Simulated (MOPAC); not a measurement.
# Run report: C$_{2}$F$_{6}$, frequency calculation (part 2 of 2)

C$_{2}$F$_{6}$, SMILES FC(F)(F)C(F)(F)F; PM6-D3H4, closed shell, dispersion D3H4 (MOPAC 23.2.5). The geometry was optimised with PM6-D3H4.

Geometry of the input (Å):
```
F  1.1342  -0.8090  1.1293
C  0.6666  -0.4009  -0.0545
F  1.6637  0.3004  -0.6027
F  0.5691  -1.5097  -0.7944
C  -0.6743  0.3984  0.0477
F  -0.5798  1.5029  0.7945
F  -1.1377  0.8133  -1.1353
F  -1.6732  -0.3063  0.5881
```

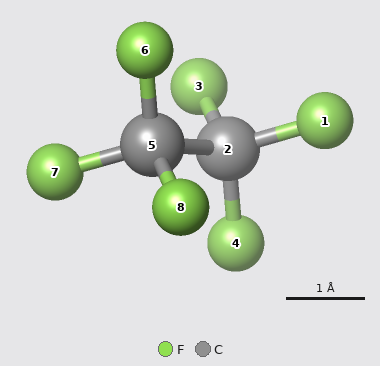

**Figure 1.** The input geometry (ball-and-stick view, seen at a tilt; atoms are numbered from 1 in the order of the input).

### What the program printed, continued
```
           1   -0.0012    0.0213   -0.1606   -0.1883    0.0004    0.0636   -0.0261   -0.2816
           2    0.3357   -0.0506    0.3033    0.2289    0.2912   -0.2281    0.3551   -0.1124
           3   -0.2323   -0.0490    0.4414    0.3270   -0.2053   -0.3300   -0.2606   -0.0927
           4   -0.0000    0.0177   -0.1376   -0.1210    0.0006    0.0284   -0.0185   -0.2185
           5   -0.0000    0.1278   -0.0180   -0.0293    0.1087   -0.0371   -0.2006   -0.0372
           6   -0.0000   -0.0788   -0.0601   -0.0436   -0.0747   -0.0538    0.1286   -0.0895
           7    0.3249   -0.2289    0.1076   -0.1632   -0.2872    0.2028   -0.2848    0.2556
           8   -0.0870    0.2175   -0.0934   -0.0529    0.2472   -0.1211   -0.1888   -0.1918
           9    0.2313    0.4137   -0.1641   -0.3377    0.1863   -0.3304   -0.0001    0.2763
          10   -0.3238    0.1953    0.1627   -0.1578    0.2891    0.2033    0.3259    0.1997
          11   -0.2488   -0.2683   -0.1940   -0.2994   -0.0810   -0.2654   -0.0068    0.3338
          12    0.0009   -0.3012   -0.2305   -0.1727   -0.2954   -0.2306    0.1585   -0.1124
          13    0.0000    0.0172   -0.1376    0.1210   -0.0006   -0.0284   -0.0186   -0.2185
          14    0.0000    0.1278   -0.0185    0.0293   -0.1087    0.0371   -0.2006   -0.0372
          15    0.0000   -0.0790   -0.0598    0.0436    0.0747    0.0538    0.1286   -0.0895
          16   -0.3237    0.1940    0.1629    0.1578   -0.2891   -0.2033    0.3257    0.1997
          17   -0.2487   -0.2681   -0.1954    0.2994    0.0810    0.2654   -0.0068    0.3338
          18    0.0009   -0.3011   -0.2306    0.1727    0.2954    0.2306    0.1585   -0.1124
          19   -0.0012    0.0207   -0.1607    0.1883   -0.0004   -0.0636   -0.0262   -0.2816
          20    0.3358   -0.0513    0.3022   -0.2289   -0.2912    0.2281    0.3551   -0.1124
          21   -0.2322   -0.0503    0.4420   -0.3270    0.2053    0.3300   -0.2607   -0.0927
          22    0.3250   -0.2302    0.1070    0.1632    0.2872   -0.2028   -0.2849    0.2555
          23   -0.0870    0.2176   -0.0938    0.0529   -0.2472    0.1211   -0.1888   -0.1918
          24    0.2313    0.4135   -0.1628    0.3377   -0.1863    0.3304   -0.0001    0.2763

   Root No.       9        10        11        12        13        14        15        16

                 2 Eg      2 Eg      1 A2u     2 A1g     2 A2u     3 A1g     3 Eu      3 Eu

                 537.3     537.3     609.3     832.0    1189.3    1296.7    1322.8    1322.8

           1   -0.0553    0.4162   -0.2350   -0.3553    0.2993   -0.1907   -0.3331   -0.0173
           2   -0.2517   -0.0398   -0.1279   -0.0438   -0.0051    0.0034    0.0038   -0.0023
           3    0.1760    0.0132   -0.1854   -0.0615   -0.0074    0.0059    0.0067    0.0019
           4   -0.0380    0.2748   -0.1699   -0.1285   -0.1913    0.2489    0.5287    0.0256
           5    0.2372    0.1018    0.2222    0.1681    0.2503   -0.3256    0.1073    0.4808
           6   -0.1837    0.0746    0.3222    0.2437    0.3629   -0.4720    0.2047   -0.3181
           7    0.2320   -0.1323    0.1851    0.1337   -0.0736    0.0459   -0.0395   -0.0726
           8    0.2819    0.3012    0.1932    0.3319   -0.2902    0.1851   -0.1463   -0.2882
           9    0.1144   -0.1334   -0.1854   -0.0629   -0.0074    0.0052   -0.0043   -0.0044
          10   -0.1900   -0.1875    0.1850    0.1355   -0.0736    0.0468   -0.0477    0.0691
          11    0.0530   -0.2257   -0.2421   -0.1752    0.0963   -0.0602    0.0576   -0.0918
          12   -0.3548    0.1463    0.1148    0.2879   -0.2739    0.1749   -0.1655    0.2552
          13    0.0380   -0.2748   -0.1699    0.1285   -0.1913   -0.2489    0.5287    0.0257
          14   -0.2372   -0.1018    0.2222   -0.1681    0.2503    0.3256    0.1072    0.4808
          15    0.1837   -0.0746    0.3222   -0.2437    0.3629    0.4720    0.2048   -0.3181
          16    0.1900    0.1875    0.1867   -0.1355   -0.0750   -0.0468   -0.0477    0.0694
          17   -0.0530    0.2257   -0.2408    0.1752    0.0951    0.0602    0.0572   -0.0918
          18    0.3548   -0.1463    0.1148   -0.2879   -0.2739   -0.1749   -0.1656    0.2552
          19    0.0553   -0.4162   -0.2350    0.3553    0.2993    0.1907   -0.3331   -0.0172
          20    0.2517    0.0398   -0.1296    0.0438   -0.0036   -0.0034    0.0036   -0.0021
          21   -0.1760   -0.0132   -0.1843    0.0615   -0.0084   -0.0059    0.0069    0.0022
          22   -0.2320    0.1324    0.1834   -0.1337   -0.0722   -0.0459   -0.0396   -0.0723
          23   -0.2819   -0.3012    0.1937   -0.3319   -0.2906   -0.1851   -0.1464   -0.2882
          24   -0.1144    0.1334   -0.1867    0.0629   -0.0062   -0.0052   -0.0039   -0.0043

   Root No.      17        18

                 3 Eg      3 Eg

                1331.1    1331.1

           1    0.2951   -0.0403
           2    0.0104    0.0062
           3    0.0113   -0.0068
           4   -0.5499    0.0769
           5   -0.2045   -0.4745
           6   -0.1489    0.3679
           7    0.0583    0.0634
           8    0.1733    0.2267
           9   -0.0040   -0.0136
          10    0.0397   -0.0780
          11   -0.0374    0.1063
          12    0.0991   -0.2426
          13    0.5500   -0.0769
          14    0.2045    0.4745
          15    0.1489   -0.3679
          16   -0.0397    0.0780
          17    0.0374   -0.1063
          18   -0.0991    0.2426
          19   -0.2951    0.0403
          20   -0.0104   -0.0062
          21   -0.0113    0.0068
          22   -0.0583   -0.0634
          23   -0.1732   -0.2267
          24    0.0040    0.0136

          DESCRIPTION OF VIBRATIONS

 VIBRATION          1    1A1u        ATOM PAIR     ENERGY CONTRIBUTION    RADIAL
 FREQUENCY            46.22         F 1 -- F 3          +8.4% (257.7%)      0.0%
 TRANSITION DIPOLE   0.0000         F 6 -- F 7          +8.4% (257.7%)      0.0%
 TRAVEL (Ang.)       0.6788         F 6 -- F 8          +8.4% (257.6%)      0.0%
 REDUCED MASS        3.1664         F 3 -- F 4          +8.4% (257.6%)      0.0%
 EFFECTIVE MASS     18.9984
 FORCE CONSTANT      0.0040

 VIBRATION          3    1Eu         ATOM PAIR     ENERGY CONTRIBUTION    RADIAL
 FREQUENCY           200.89         C 2 -- C 5         +11.9% (116.2%)      0.0%
 TRANSITION DIPOLE   0.6504         F 1 -- F 4          +9.5% (103.8%)      0.0%
 TRAVEL (Ang.)       0.2783         F 6 -- F 7          +9.5% (103.8%)      0.0%
 REDUCED MASS        4.3342         F 7 -- F 8          +8.2% ( 96.2%)      0.1%
 EFFECTIVE MASS     19.7170
 FORCE CONSTANT      0.1031

 VIBRATION          5    1Eg         ATOM PAIR     ENERGY CONTRIBUTION    RADIAL
 FREQUENCY           329.65         F 6 -- F 8         +10.3% ( 67.7%)      0.0%
 TRANSITION DIPOLE   0.0000         F 3 -- F 4         +10.3% ( 67.7%)      0.0%
 TRAVEL (Ang.)       0.2601         C 2 -- C 5          +9.7% ( 65.8%)      0.0%
 REDUCED MASS        3.0229         F 1 -- F 3          +9.1% ( 63.8%)     27.4%
 EFFECTIVE MASS     19.0736
 FORCE CONSTANT      0.1935

 VIBRATION          6    1A1g        ATOM PAIR     ENERGY CONTRIBUTION    RADIAL
 FREQUENCY           332.36         F 7 -- F 8         +11.3% ( 54.0%)    100.0%
 TRANSITION DIPOLE   0.0000         F 1 -- F 3         +11.3% ( 54.0%)    100.0%
 TRAVEL (Ang.)       0.2557         F 1 -- F 4         +11.3% ( 54.0%)    100.0%
 REDUCED MASS        3.1030         F 6 -- F 7         +11.3% ( 54.0%)    100.0%
 EFFECTIVE MASS     19.0264         F 6 -- F 8         +11.3% ( 54.0%)    100.0%
 FORCE CONSTANT      0.2020         F 3 -- F 4         +11.3% ( 54.0%)    100.0%

 VIBRATION          8    2Eu         ATOM PAIR     ENERGY CONTRIBUTION    RADIAL
 FREQUENCY           460.99         C 2 -- C 5         +12.1% ( 80.0%)      0.0%
 TRANSITION DIPOLE   1.2020         C 2 -- F 3          +8.2% ( 66.0%)      0.2%
 TRAVEL (Ang.)       0.2331         C 5 -- F 8          +8.2% ( 66.0%)      0.2%
 REDUCED MASS        2.6931         F 1 -- F 4          +8.2% ( 65.8%)     17.5%
 EFFECTIVE MASS     18.6203
 FORCE CONSTANT      0.3372

 VIBRATION         10    2Eg         ATOM PAIR     ENERGY CONTRIBUTION    RADIAL
 FREQUENCY           537.27         C 2 -- C 5         +14.1% ( 92.7%)      0.0%
 TRANSITION DIPOLE   0.0000         F 1 -- F 3          +9.6% ( 76.4%)     11.9%
 TRAVEL (Ang.)       0.2283         F 7 -- F 8          +9.6% ( 76.4%)     11.5%
 REDUCED MASS        2.4072         F 1 -- F 4          +8.5% ( 72.0%)     31.8%
 EFFECTIVE MASS     18.2600
 FORCE CONSTANT      0.4094

 VIBRATION         11    1A2u        ATOM PAIR     ENERGY CONTRIBUTION    RADIAL
 FREQUENCY           609.25         C 2 -- C 5         +13.1% ( 87.9%)      0.0%
 TRANSITION DIPOLE   2.7269         C 2 -- F 4          +9.4% ( 74.4%)      1.1%
 TRAVEL (Ang.)       0.2309         C 5 -- F 8          +9.4% ( 74.4%)      1.1%
 REDUCED MASS        2.0765         C 5 -- F 7          +9.4% ( 74.4%)      1.1%
 EFFECTIVE MASS     16.7805
 FORCE CONSTANT      0.4541

 VIBRATION         12    2A1g        ATOM PAIR     ENERGY CONTRIBUTION    RADIAL
 FREQUENCY           831.97         C 2 -- C 5         +12.4% ( 66.3%)    100.0%
 TRANSITION DIPOLE   0.0000         F 6 -- F 8          +8.6% ( 55.2%)    100.0%
 TRAVEL (Ang.)       0.1900         F 3 -- F 4          +8.6% ( 55.2%)    100.0%
 REDUCED MASS        2.2453         F 6 -- F 7          +8.6% ( 55.2%)    100.0%
 EFFECTIVE MASS     17.7272
 FORCE CONSTANT      0.9157

 VIBRATION         13    2A2u        ATOM PAIR     ENERGY CONTRIBUTION    RADIAL
 FREQUENCY          1189.30         C 2 -- F 4         +11.1% ( 53.6%)     54.3%
 TRANSITION DIPOLE   3.0909         C 5 -- F 8         +11.1% ( 53.6%)     54.3%
 TRAVEL (Ang.)       0.1606         C 5 -- F 7         +11.1% ( 53.6%)     54.3%
 REDUCED MASS        2.1981         F 1 -- C 2         +11.1% ( 53.6%)     54.3%
 EFFECTIVE MASS     15.6081         C 2 -- F 3         +11.1% ( 53.6%)     54.3%
 FORCE CONSTANT      1.8318         C 5 -- F 6         +11.1% ( 53.6%)     54.3%

 VIBRATION         14    3A1g        ATOM PAIR     ENERGY CONTRIBUTION    RADIAL
 FREQUENCY          1296.67         C 2 -- C 5         +24.3% ( 82.4%)    100.0%
 TRANSITION DIPOLE   0.0000         C 5 -- F 6         +11.4% ( 56.4%)     36.5%
 TRAVEL (Ang.)       0.1167         C 2 -- F 4         +11.4% ( 56.4%)     36.4%
 REDUCED MASS        3.8194         C 2 -- F 3         +11.4% ( 56.4%)     36.5%
 EFFECTIVE MASS     13.4551         C 5 -- F 8         +11.4% ( 56.4%)     36.4%
 FORCE CONSTANT      3.7835         C 5 -- F 7         +11.4% ( 56.4%)     36.5%
                            F 1 -- C 2         +11.4% ( 56.4%)     36.5%

 VIBRATION         16    3Eu         ATOM PAIR     ENERGY CONTRIBUTION    RADIAL
 FREQUENCY          1322.75         C 2 -- C 5         +16.8% ( 67.3%)      0.0%
 TRANSITION DIPOLE   4.0215         C 2 -- F 3         +14.2% ( 61.9%)     84.3%
 TRAVEL (Ang.)       0.1263         C 5 -- F 8         +14.2% ( 61.9%)     84.7%
 REDUCED MASS        3.1934         C 5 -- F 6         +13.6% ( 60.6%)     79.4%
 EFFECTIVE MASS     14.1756         C 2 -- F 4         +13.6% ( 60.6%)     79.8%
 FORCE CONSTANT      3.2920

 VIBRATION         18    3Eg         ATOM PAIR     ENERGY CONTRIBUTION    RADIAL
 FREQUENCY          1331.11         C 2 -- C 5         +19.9% ( 74.9%)      0.0%
 TRANSITION DIPOLE   0.0000         C 2 -- F 4         +14.2% ( 63.2%)     85.2%
 TRAVEL (Ang.)       0.1192         C 5 -- F 6         +14.2% ( 63.2%)     84.8%
 REDUCED MASS        3.5639         C 5 -- F 8         +12.9% ( 60.2%)     71.6%
 EFFECTIVE MASS     13.7403         C 2 -- F 3         +12.9% ( 60.2%)     71.1%
 FORCE CONSTANT      3.7206

      SYMMETRY NUMBER FOR POINT-GROUP D3d =  6

          SYSTEM IS A GROUND STATE

 FC(F)(F)C(F)(F)F
 PM6-D3H4 frequencies

          MOLECULE IS NOT LINEAR

          THERE ARE 18 GENUINE VIBRATIONS IN THIS SYSTEM
          THIS THERMODYNAMICS CALCULATION IS LIMITED TO
          MOLECULES WHICH HAVE NO INTERNAL ROTATIONS

                    CALCULATED THERMODYNAMIC PROPERTIES
                                          *
   TEMP. (K)   PARTITION FUNCTION   H.O.F.    ENTHALPY  HEAT CAPACITY ENTROPY
                                   KCAL/MOL   CAL/MOLE    CAL/K/MOL  CAL/K/MOL

 298.00  VIB.     0.4087D+02                  2701.9627    18.0162    16.4402
         ROT.     0.4950D+05                   888.2803     2.9808    24.4621
         INT.     0.2023D+07                  3590.2430    20.9970    40.9023
         TRA.     0.1567D+28                  1480.4672     4.9680    40.6761
         TOT.                     -314.854    5070.7102    25.9650    81.5784

 200.00  VIB.     0.9248D+01                  1174.2490    12.8868    10.2915
         ROT.     0.2722D+05                   596.1613     2.9808    23.2735
         INT.     0.2517D+06                  1770.4103    15.8676    33.5650
         TRA.     0.8618D+27                   993.6021     4.9680    38.6950
         TOT.                     -317.161    2764.0124    20.8356    72.2599

 400.00  VIB.     0.1920D+03                  4753.8706    22.0423    22.3329
         ROT.     0.7699D+05                  1192.3226     2.9808    25.3396
         INT.     0.1479D+08                  5946.1932    25.0231    47.6725
         TRA.     0.2438D+28                  1987.2043     4.9680    42.1386
         TOT.                     -311.992    7933.3974    29.9911    89.8111

 600.00  VIB.     0.3361D+04                  9741.9638    27.3393    32.3728
         ROT.     0.1414D+06                  1788.4838     2.9808    26.5482
         INT.     0.4754D+09                 11530.4477    30.3201    58.9210
         TRA.     0.4478D+28                  2980.8064     4.9680    44.1529
         TOT.                     -305.414   14511.2541    35.2881   103.0739

   *: NOTE: HEATS OF FORMATION ARE RELATIVE TO THE
            ELEMENTS IN THEIR STANDARD STATE AT 298K
              (=  Standard Enthalpy of Formation).

            Hvib:  Zero-point energy is not included.
                   frequencies of less than zero cm-1 are not included.
            Hrot = (3/2)RT
            Htra = (3/2)RT + pV = (5/2)RT

            Heat capacity is Cp, not Cv

           FORCE CONSTANT IN CARTESIAN COORDINATES (Millidynes/A)

    ATOM   CHEMICAL       X               Y               Z
   NUMBER   SYMBOL  FORCE CONSTANT  FORCE CONSTANT  FORCE CONSTANT

      1       F        8.069348        0.905116        0.867216
      2       C        8.842288        8.723117        8.407414
      3       F        1.478433        7.494427        0.868820
      4       F        1.498003        1.869260        6.474417
      5       C        8.842288        8.723117        8.407414
      6       F        1.498003        1.869260        6.474417
      7       F        8.069348        0.905116        0.867216
      8       F        1.478433        7.494427        0.868820

 *                    *
 * JOB ENDED NORMALLY *
 *                    *

 TOTAL JOB TIME:             0.05 SECONDS

 == MOPAC DONE ==
```

### Key numbers

| quantity | value |
| --- | --- |
| outcome | converged |
| heat of formation | −314.85 kcal/mol |
| basis functions | 32 |
| zero-point energy | 0.028867 hartree |
| wavenumbers, lowest and highest | 46 and 1331 cm⁻¹ |
| peak memory | 0.073 GiB |

MOPAC's energies along a path are heats of formation.
